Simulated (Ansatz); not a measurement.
The reference is WSe2 in the 2H-MoS2 type structure (space group P6_3/mmc, No. 194; a = 3.279 Å, c = 12.786 Å; layered, stacked along the Cartesian z axis).

Perturbation: an isotropic linear strain of −3.33 %, atoms relaxed at fixed cell.

Method: PBE-D3(BJ) (Ansatz, a quantum-chemistry and plane-wave program, PAW, spin-orbit coupling left out), earlier PAW set.

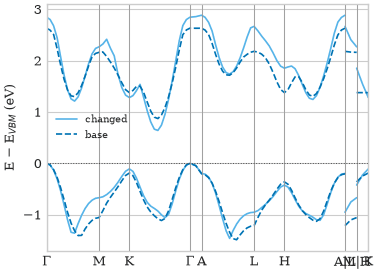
Highest valence and lowest conduction band along the path, each from its own valence-band maximum

The gap is 0.64 eV, indirect, Γ → K–Γ (47 % along); the base has 0.87 eV.

With W present, leaving out spin-orbit coupling can change the band edges. No phonon test of stability was made.
